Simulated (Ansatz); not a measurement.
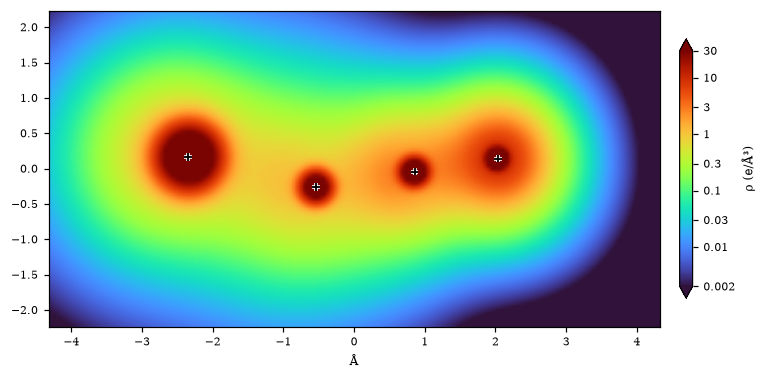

The electron density on a plane through atoms (crosses mark nuclei in the plane).

Computed with isolated molecule in a Gaussian basis; Kohn-Sham density functional theory, functional PBE0 in Ansatz 0.2.0.

Candidates:
A. CBGeO (SMILES O=C=[B-]=[Ge]) (charge −1)
B. C₂H₃Al (SMILES C#[C][AlH2])
C. C₄H₅ (SMILES [C-]#CCC) (charge −1)

> Which candidate gave the map?

Candidate A: CBGeO on the molecular plane, which holds C, B, Ge and O. C–O (1.19 Å): the density is about 3.5 e/Å³ at the midpoint. C–B (1.41 Å): the density is about 1.7 e/Å³ at the midpoint.
